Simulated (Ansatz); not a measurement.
# Si2H6O (disilanol): SVWN5/def2-SVPD

What is the electronic atomisation energy of Si2H6O (disilanol) at SVWN5/def2-SVPD? 

The calculation is run with Ansatz 0.2.0.

30 further runs of the same task are left out: 30 set aside as unsound or not needed.

## 1. Starting point

The species is Si2H6O (9 atoms), meant as a singlet with charge 0. SMILES: `O[SiH2][SiH3]`. The shape is that of a PBE0-D4/def2-TZVP optimisation. This is one conformer, not always the lowest.

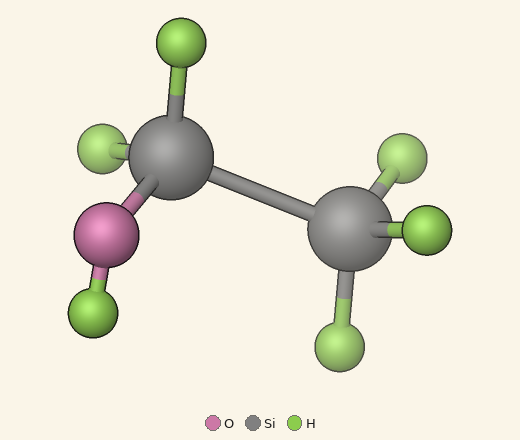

The structure, seen from a chosen angle (oxygen pink, silicon grey, hydrogen green).

## 2. The energy at SVWN5/def2-SVPD

The input, run.yaml:

```yaml
basis:
  gaussian:
    orbitals: def2-SVPD
crystal:
  periodic: [false, false, false]
  atoms:
    - symbol: O
      position_ang: [-1.609000, 1.039900, -0.762000]
    - symbol: Si
      position_ang: [0.004800, 0.933100, -0.415900]
    - symbol: Si
      position_ang: [0.544200, -1.038400, 0.738600]
    - symbol: H
      position_ang: [-1.996600, 0.341400, -1.290800]
    - symbol: H
      position_ang: [0.830600, 0.994500, -1.657800]
    - symbol: H
      position_ang: [0.311400, 2.125200, 0.413000]
    - symbol: H
      position_ang: [2.012900, -1.104800, 0.974500]
    - symbol: H
      position_ang: [0.146200, -2.228200, -0.066200]
    - symbol: H
      position_ang: [-0.156000, -1.109100, 2.049500]
hamiltonian:
  xc: {name: SVWN5}
accuracy: high
output: {orbitals: {seedname: orbitals}}
```

Started as:

```console
$ ansatz run run.yaml --threads 1 --pin off --max-ram 3480MiB --events-out events.jsonl --progress --plain --runs-dir runs
```

Output:

```text
Warning: RAYON_NUM_THREADS=1 ignored (pool sized by the plan → 1); use --threads N
Functional definition: SVWN5
  name "SVWN5"
  exchange = slater_x
  correlation = vwn5_c
2341 factors; integrals over basis functions are off by at most 3.8e-9 eV
mean field evaluation 1: about -17808.9410 eV, gradient 5.8e1 eV
mean field evaluation 2: about -17769.2462 eV, gradient 1.5e2 eV
mean field evaluation 4: about -17815.1949 eV, gradient 5.6e0 eV
mean field evaluation 8: about -17815.3088 eV, gradient 6.2e-2 eV
mean field evaluation 16: about -17815.3088 eV, gradient 1.0e-5 eV
mean field -17815.30878135 eV, -654.7005220645 hartree, gradient 1.2e-8 eV, S^2 0.000000; 0 other end points of the search recorded, 0 dependent functions left out
reference -17815.30878610 eV, -654.7005222393 hartree; 21, 21 occupied and 98, 98 virtual orbitals, 2341 factors
Total energy: -17815.30878610 eV, -654.7005222393 hartree
```

It took 6.9 s on 1 thread of Arm Neoverse V1, shared host; peak memory 0.34 GiB.

## 3. The H atom

The input, in.yaml:

```yaml
crystal:
  periodic: [false, false, false]
  atoms:
    - {symbol: H, position_ang: [0.000000, 0.000000, 0.000000]}
basis:
  gaussian: {orbitals: def2-SVPD}
magnetization: {spin_polarized: true, initial_magnetization: 1}
hamiltonian: {xc: {name: SVWN5}}
accuracy: high
```

Run the same way, it converges to -0.47747 Eh (log not shown).

## 4. The O atom

The input, in.yaml:

```yaml
crystal:
  periodic: [false, false, false]
  atoms:
    - {symbol: O, position_ang: [0.000000, 0.000000, 0.000000]}
basis:
  gaussian:
    orbitals: def2-SVPD
hamiltonian:
  xc: {name: SVWN5}
magnetization:
  spin_polarized: true
  initial_magnetization: 2
accuracy: high
```

Started as:

```console
$ ansatz run in.yaml --threads 1 --pin off --max-ram 3480MiB --events-out events.jsonl --progress --plain --runs-dir runs
```

Output:

```text
Warning: RAYON_NUM_THREADS=1 ignored (pool sized by the plan → 1); use --threads N
[... 4 set-up lines as earlier in the session ...]
191 factors; integrals over basis functions are off by at most 1.9e-9 eV
mean field evaluation 1: about -2025.3618 eV, gradient 7.6e0 eV
mean field evaluation 2: about -2025.3140 eV, gradient 8.3e0 eV
mean field evaluation 4: about -2025.5909 eV, gradient 5.5e-3 eV
mean field evaluation 8: about -2025.5908 eV, gradient 1.0e-5 eV
mean field evaluation 16: about -2025.5908 eV, gradient 2.2e-4 eV
mean field evaluation 32: about -2025.5908 eV, gradient 6.8e-8 eV
mean field -2025.59078587 eV, -74.4390883861 hartree, gradient 6.8e-8 eV, S^2 2.003911; 2 other end points of the search recorded, 0 dependent functions left out
reference -2025.59078821 eV, -74.4390884720 hartree; 5, 3 occupied and 18, 20 virtual orbitals, 191 factors
Total energy: -2025.59078821 eV, -74.4390884720 hartree
```

Run time: 0.38 s. Hardware: 1 thread of Arm Neoverse V1, shared host.

## 5. The Si atom, same level

The input, run.yaml:

```yaml
crystal:
  periodic: [false, false, false]
  atoms:
    - symbol: Si
      position_ang: [0.000000, 0.000000, 0.000000]
basis:
  gaussian: {orbitals: def2-SVPD}
magnetization: {spin_polarized: true, initial_magnetization: 2}
hamiltonian: {xc: {name: SVWN5}}
accuracy: high
```

Run the same way, it converges to -288.10866 Eh (log not shown).

## 6. Outcome

At SVWN5/def2-SVPD:

| quantity | value |
| --- | --- |
| molecule: total energy | -654.70052 Eh |
| molecule: HOMO energy | -6.75 eV |
| molecule: LUMO energy | -1.50 eV |
| molecule: HOMO–LUMO gap | 5.25 eV |
| H atom: total energy | -0.47747 Eh |
| H atom: ⟨S²⟩ | 0.750 |
| O atom: total energy | -74.43909 Eh |
| O atom: ⟨S²⟩ | 2.004 |
| Si atom: total energy | -288.10866 Eh |
| Si atom: ⟨S²⟩ | 2.002 |
| electronic atomisation energy | 32.091 eV |

What this shows: Taking the molecule apart into free atoms costs 32.09 eV (740 kcal/mol), before zero-point energy and without spin-orbit coupling.
